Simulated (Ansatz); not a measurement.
# Calculations on BNH$_{2}$

### Relaxation

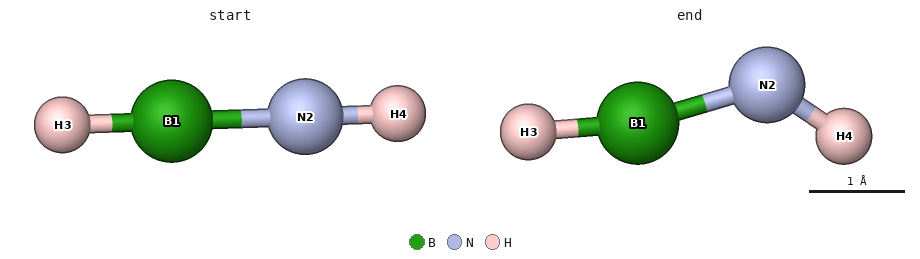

The structure of BNH2 before (left) and after (right) a constrained relaxation, at one scale.

The picture is a ball-and-stick view, seen at a tilt.

The calculation used RKS PBE0-D4/def2-TZVP (Ansatz 0.2.0). Settings: held fixed: the distance between atoms 1 (B) and 2 (N), counting from 1; force threshold 0.005 eV/Å; at most 200 steps.

What changed between the two?

The energy falls by 2.54 kcal/mol in 9 accepted moves (10 points after the start). Largest force component: 0.13 eV/Å at the start, 0.005 eV/Å at the end. 1 step only repeated the SCF at the same geometry. The forces were under the threshold at step 2, but the run went on from there. The largest move after the best rigid fit is that of N2, 0.34 Å. Largest moves by element: N 0.34 Å, H 0.28 Å, B 0.07 Å. Some distances before and after: N2–H4 0.991 → 1.007 Å. Among the angles between lasting bonds that change: B1–N2–H4 180.0° → 130.4°, N2–B1–H3 180.0° → 168.0°. The run took about 6 core-seconds on a shared host.

### Relaxation

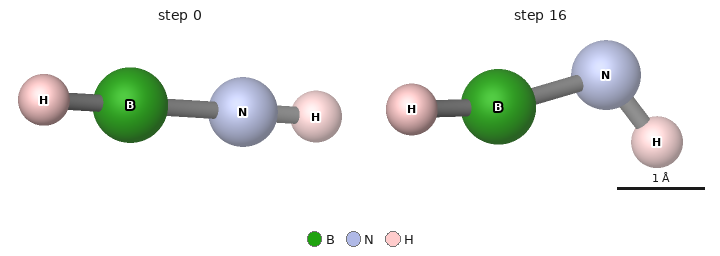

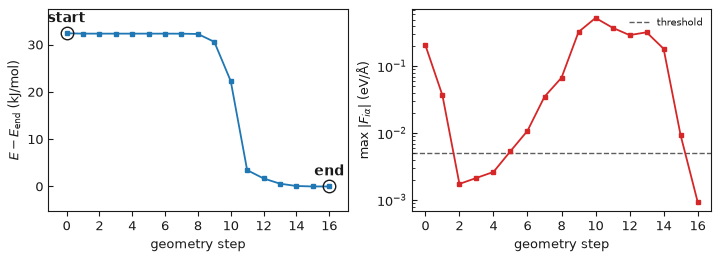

First and last geometry of a constrained relaxation of BNH2, with the history of the run. Style: ball-and-stick. Shown at a tilt.

Level of theory: RKS PBE0-D4/def2-TZVP (Ansatz 0.2.0). Set-up: held fixed: the distance between atoms 1 (B) and 2 (N), counting from 1; force threshold 0.005 eV/Å; at most 200 steps.

> What do the curves and the structures tell?

It converged. After 16 geometry steps the energy has fallen by 32.4 kJ/mol. The largest force component goes from 0.21 to 0.00095 eV/Å. The forces were under the threshold at step 2, but the run went on from there. The largest move after the best rigid fit is that of the N atom, 0.43 Å. By element the largest moves are N 0.43 Å, H 0.40 Å, B 0.11 Å. Near-neighbour distances that change, for instance: H–N 0.991 → 1.017 Å, B–H 1.172 → 1.177 Å. Among the angles between lasting bonds that change: B–N–H 180.0° → 115.8°, N–B–H 180.0° → 167.5°.

```json
{"step": "0", "E − E(0), kJ/mol": "0.00", "largest force component, eV/Å": "0.2066"}
{"step": "1", "E − E(0), kJ/mol": "-0.08", "largest force component, eV/Å": "0.0369"}
{"step": "2", "E − E(0), kJ/mol": "-0.08", "largest force component, eV/Å": "0.0018"}
{"step": "3", "E − E(0), kJ/mol": "-0.08", "largest force component, eV/Å": "0.0022"}
{"step": "4", "E − E(0), kJ/mol": "-0.08", "largest force component, eV/Å": "0.0026"}
{"step": "5", "E − E(0), kJ/mol": "-0.08", "largest force component, eV/Å": "0.0054"}
{"step": "6", "E − E(0), kJ/mol": "-0.08", "largest force component, eV/Å": "0.0109"}
{"step": "7", "E − E(0), kJ/mol": "-0.09", "largest force component, eV/Å": "0.0352"}
{"step": "8", "E − E(0), kJ/mol": "-0.15", "largest force component, eV/Å": "0.0676"}
{"step": "9", "E − E(0), kJ/mol": "-1.82", "largest force component, eV/Å": "0.3264"}
{"step": "10", "E − E(0), kJ/mol": "-10.12", "largest force component, eV/Å": "0.5288"}
{"step": "11", "E − E(0), kJ/mol": "-28.96", "largest force component, eV/Å": "0.3778"}
{"step": "12", "E − E(0), kJ/mol": "-30.72", "largest force component, eV/Å": "0.2928"}
{"step": "13", "E − E(0), kJ/mol": "-31.83", "largest force component, eV/Å": "0.3228"}
{"step": "14", "E − E(0), kJ/mol": "-32.32", "largest force component, eV/Å": "0.1831"}
{"step": "15", "E − E(0), kJ/mol": "-32.42", "largest force component, eV/Å": "0.0093"}
{"step": "16", "E − E(0), kJ/mol": "-32.42", "largest force component, eV/Å": "0.0009"}
```

### Scan

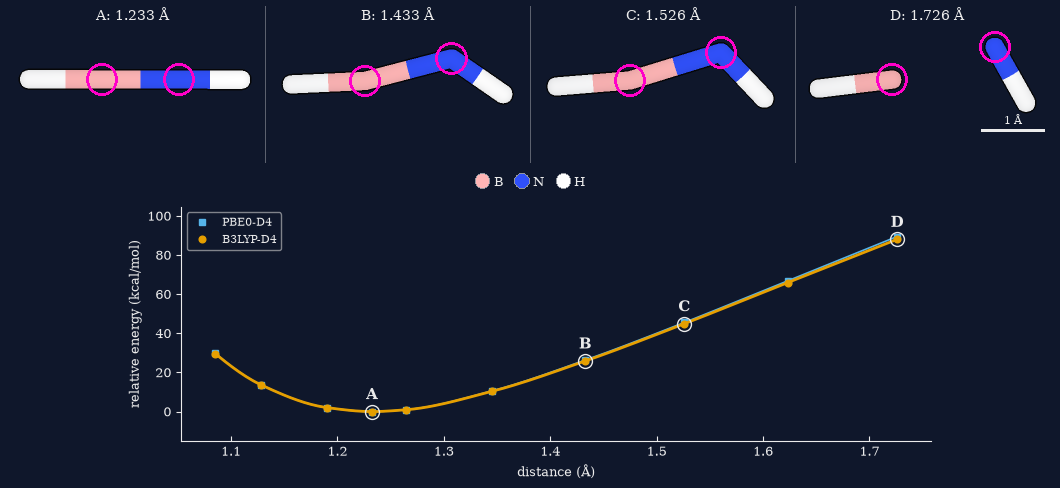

A scan of BNH2: the B–N bond length is varied, with all other coordinates relaxed. The lettered frames are marked on the plot, at the values of B3LYP-D4. The picture is a stick view, seen face on. The ringed atoms are those of the scanned coordinate.

Levels of theory: B3LYP-D4, PBE0-D4 (def2-TZVPP, Ansatz), on geometries relaxed under the constraint at PBE0-D4/def2-TZVP. Energies are counted from the PBE0-D4/def2-TZVP minimum geometry at the same level.

Describe the profile.

With B3LYP-D4: of the computed points the lowest is at the distance 1.233 Å, 0.0 kcal/mol. At the ends of the scan the energy is 29.6 kcal/mol (1.085 Å) and 88.0 kcal/mol (1.726 Å). The curvature at the lowest point is about 90 eV/Å² (14 mdyn/Å). The well is steeper on the short side, as for any bond. At 1.726 Å the levels give B3LYP-D4 88.0 kcal/mol, PBE0-D4 89.5 kcal/mol.

The computed points:

Energies in kcal/mol.

```
distance (Å)  B3LYP-D4  PBE0-D4
       1.085      29.6     29.8
       1.128      13.7     13.7
       1.190       2.0      2.0
       1.233       0.0      0.0
       1.264       0.9      0.9
       1.345      10.3     10.5
       1.433      25.9     26.3
       1.526      44.9     45.5
       1.623      65.9     66.8
       1.726      88.0     89.5
```
